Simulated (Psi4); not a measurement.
# UB3LYP/pcseg-4 (density fitting, sweep point 5) run of NO2 (nitrogen dioxide)

Aim: the vertical ionisation energy of NO2 (nitrogen dioxide) at UB3LYP/pcseg-4 (density fitting, sweep point 5), from 2 runs. 

The calculation is run with Psi4 1.11.

**1. The molecule**

The species is NO2 (3 atoms), meant as a doublet with charge 0. As SMILES, `[O]N=O`. The coordinates come from a GFN2-xTB relaxation.

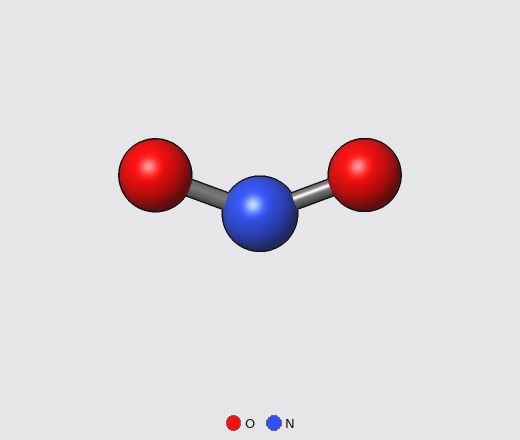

The structure, seen from a chosen angle (oxygen red, nitrogen blue).

**2. A single-point energy at UB3LYP/pcseg-4 (density fitting, sweep point 5)**

The input, no2.py:

```python
import psi4

psi4.set_memory(1600000000)
psi4.set_num_threads(1)
psi4.set_output_file('psi4.out', False)

molecule = psi4.geometry("""
0 2
O      0.201690    -1.092400    -0.004860
N     -0.247880    -0.008390    -0.136210
O      0.046180     1.100790     0.141070
symmetry c1
""")

psi4.set_options({
    'basis': 'pcseg-4',
    'reference': 'uks',
    'puream': True,
    'scf_type': 'df',
    'dft_radial_points': 99,
    'dft_spherical_points': 590,
    'maxiter': 150,
})

energy_value = psi4.energy("b3lyp")
print(f'b3lyp energy: {energy_value:.10f} Eh')
```

Launch:

```console
$ python no2.py
```

psi4.out:

```text
[...]
  Running in c1 symmetry.
[...]
  Nuclear repulsion =   65.567001235854448
[...]
  Multiplicity = 2
[...]
  Nalpha       = 12
  Nbeta        = 11
[...]
    Number of basis functions: 303
[...]
   @DF-UKS iter   1:  -205.09564689430152   -1.36886e-01   1.73116e-03 DIIS/ADIIS
[...]
   @DF-UKS iter   8:  -205.17977944008422   -3.46886e-07   4.34075e-07 DIIS
[...]
   @S^2 Observed:                7.535438120E-01
[...]
    Orbital Energies [Eh]
    ---------------------
    Alpha Occupied:
       1A    -19.248227     2A    -19.248136     3A    -14.570878
       4A     -1.304801     5A     -1.162457     6A     -0.685211
       7A     -0.597367     8A     -0.588139     9A     -0.587322
      10A     -0.400383    11A     -0.394392    12A     -0.286119
    Alpha Virtual:
      13A     -0.093980    14A      0.044480    15A      0.066546
      16A      0.067947    17A      0.069674    18A      0.138560
      19A      0.139065    20A      0.153556    21A      0.169837
      22A      0.190589    23A      0.213952    24A      0.242977
      25A      0.329026    26A      0.329874    27A      0.379837
[...]
  @DF-UKS Final Energy:  -205.17977944008422
   => Energetics <=
    Nuclear Repulsion Energy =             65.5670012358544483
    One-Electron Energy =                -409.9308161687588381
    Two-Electron Energy =                 158.5712042232682677
    DFT Exchange-Correlation Energy =     -19.3871687304480922
    Empirical Dispersion Energy =           0.0000000000000000
    VV10 Nonlocal Energy =                  0.0000000000000000
    Total Energy =                       -205.1797794400842179
[...]
 Multipole Moments:
 ------------------------------------------------------------------------------------
     Multipole            Electronic (a.u.)      Nuclear  (a.u.)        Total (a.u.)
 ------------------------------------------------------------------------------------
 L = 1.  Multiply by 2.5417464519 to convert [e a0] to [Debye]
 Dipole X            :         -0.1232840            0.0020984           -0.1211856
 Dipole Y            :         -0.0029906            0.0000625           -0.0029281
 Dipole Z            :          0.0000000            0.0000000            0.0000000
 Magnitude           :                                                    0.1212209
[...]
```

Standard output:

```text
b3lyp energy: -205.1797794401 Eh
```

Wall time 63 s (1 thread of Intel Xeon Platinum 8175M at 2.50GHz (Skylake/Cascade Lake), shared host); peak memory 1.2 GiB.

**3. The singlet cation, same level**

The input, job.py:

```python
import psi4

psi4.set_memory(1600000000)
psi4.set_num_threads(1)
psi4.set_output_file('output.dat', False)

molecule = psi4.geometry("""
1 1
O      0.201690    -1.092400    -0.004860
N     -0.247880    -0.008390    -0.136210
O      0.046180     1.100790     0.141070
symmetry c1
""")

psi4.set_options({
    'basis': 'pcseg-4',
    'puream': True,
    'scf_type': 'df',
    'dft_radial_points': 99,
    'dft_spherical_points': 590,
})

e_tot, wfn = psi4.energy('B3LYP', molecule=molecule, return_wfn=True)
print(f'total energy {e_tot:.8f} hartree = {e_tot * 27.211386:.5f} eV')
for k, v in sorted(psi4.core.scalar_variables().items()):
    print(f'{k:45s} {v:18.10f}')
```

Launch:

```console
$ python job.py
```

output.dat:

```text
[...]
  Running in c1 symmetry.
[...]
  Nuclear repulsion =   65.567001235854448
[...]
  Multiplicity = 1
[...]
  Nalpha       = 11
  Nbeta        = 11
[...]
    Number of basis functions: 303
[...]
   @DF-RKS iter   1:  -204.67165065675132    2.87110e-01   1.68116e-03 ADIIS/DIIS
[...]
   @DF-RKS iter   7:  -204.76317771612119   -4.62884e-07   6.12538e-07 DIIS
[...]
    Orbital Energies [Eh]
    ---------------------
    Doubly Occupied:
       1A    -19.658739     2A    -19.658651     3A    -14.987667
       4A     -1.676951     5A     -1.536225     6A     -1.031533
       7A     -0.948791     8A     -0.946860     9A     -0.938915
      10A     -0.751551    11A     -0.741156
[...]
  @DF-RKS Final Energy:  -204.76317771612119
   => Energetics <=
    Nuclear Repulsion Energy =             65.5670012358544483
    One-Electron Energy =                -401.2482297012876415
    Two-Electron Energy =                 149.9277848017329120
    DFT Exchange-Correlation Energy =     -19.0097340524208889
    Empirical Dispersion Energy =           0.0000000000000000
    VV10 Nonlocal Energy =                  0.0000000000000000
    Total Energy =                       -204.7631777161211915
[...]
 Multipole Moments:
 ------------------------------------------------------------------------------------
     Multipole            Electronic (a.u.)      Nuclear  (a.u.)        Total (a.u.)
 ------------------------------------------------------------------------------------
 L = 1.  Multiply by 2.5417464519 to convert [e a0] to [Debye]
 Dipole X            :         -0.2021877            0.0020984           -0.2000894
 Dipole Y            :         -0.0056035            0.0000625           -0.0055410
 Dipole Z            :         -0.0000000            0.0000000           -0.0000000
 Magnitude           :                                                    0.2001661
[...]
```

On the terminal:

```text
total energy -204.76317772 hartree = -5571.88987 eV
CURRENT ENERGY                                   -204.7631777161
CURRENT REFERENCE ENERGY                         -204.7631777161
DD SOLVATION ENERGY                                 0.0000000000
DFT FUNCTIONAL TOTAL ENERGY                      -204.7631777161
DFT TOTAL ENERGY                                 -204.7631777161
DFT VV10 ENERGY                                     0.0000000000
DFT XC ENERGY                                     -19.0097340524
GRID ELECTRONS ALPHA                               10.9999999820
GRID ELECTRONS BETA                                10.9999999820
GRID ELECTRONS TOTAL                               21.9999999640
NUCLEAR REPULSION ENERGY                           65.5670012359
ONE-ELECTRON ENERGY                              -401.2482297013
PCM POLARIZATION ENERGY                             0.0000000000
PE ENERGY                                           0.0000000000
SCF ITERATION ENERGY                             -204.7631777161
SCF ITERATIONS                                      7.0000000000
SCF TOTAL ENERGY                                 -204.7631777161
TWO-ELECTRON ENERGY                               149.9277848017
XC GRID RADIAL POINTS                              99.0000000000
XC GRID SPHERICAL POINTS                          590.0000000000
XC GRID TOTAL POINTS                           172026.0000000000
```

Wall time 37 s (1 thread of Intel Xeon Platinum 8175M at 2.50GHz (Skylake/Cascade Lake), shared host); peak memory 1.2 GiB.

**4. Results**

Level: UB3LYP/pcseg-4 (density fitting, sweep point 5).

| quantity | value |
| --- | --- |
| doublet NO2: total energy | -205.17978 Eh |
| doublet NO2: dipole moment | 0.31 D |
| doublet NO2: HOMO energy (highest over α and β) | -7.79 eV |
| doublet NO2: LUMO energy (lowest over α and β) | -3.93 eV |
| doublet NO2: ⟨S²⟩ | 0.754 |
| singlet cation: total energy | -204.76318 Eh |
| singlet cation: HOMO energy | -20.17 eV |
| singlet cation: LUMO energy | -14.95 eV |
| singlet cation: HOMO–LUMO gap | 5.22 eV |
| vertical ionisation energy (to the singlet cation) | 11.336 eV |

In words: Removing an electron at fixed nuclei costs 11.34 eV (1094 kJ/mol). Only the singlet of the ionised species was computed; a triplet could lie lower.
